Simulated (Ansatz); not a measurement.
Base system: HfO2 (space group P2_1/c, No. 14; a = 5.1612 Å, b = 5.2118 Å, c = 5.3523 Å, α = γ = 90.00°, β = 99.66°).

Perturbation: an isotropic linear strain of −2.89 %; the atoms relax in the strained cell.

Computed with Kohn–Sham DFT with the PBE functional, run in Ansatz (a first-principles code) with PAW and 420 eV plane waves, no spin-orbit coupling.

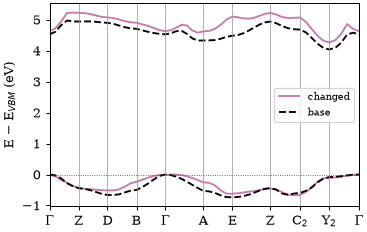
Figure: Highest valence and lowest conduction band along the path, each from its own valence-band maximum

The gap is 4.27 eV, indirect, Γ–A (29 % along) → Y₂; the base has 4.04 eV.

With Hf present, leaving out spin-orbit coupling can change the band edges. Stability against distortions was not tested.
